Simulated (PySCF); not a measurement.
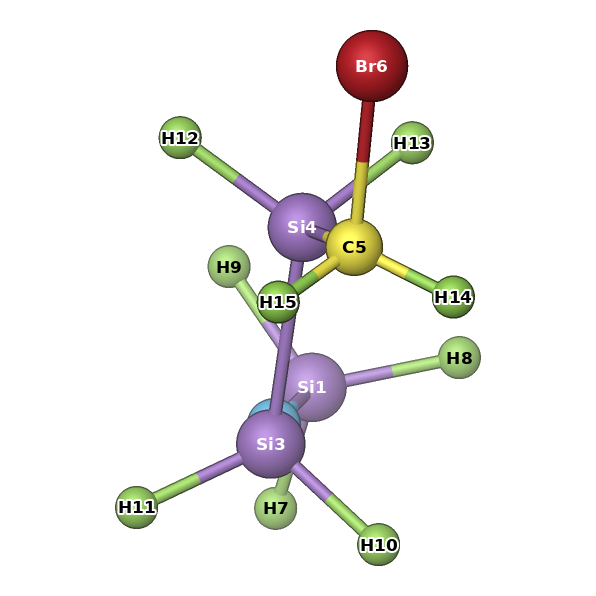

Si4 lies behind C5. The molecule seen a little off the C5–Si4 bond, C5 in front. Distant atoms are faded towards the background colour. The computed structure is the end point of a GFN2-xTB optimisation. No frequency run is at hand to confirm it as a minimum.

Question: What is the torsion angle Br6–C5–Si4–Si3? The sign is positive where the front bond must turn clockwise to cover the back bond.

Answer: −177°, antiperiplanar (anti). The bonds about C5–Si4 are staggered.
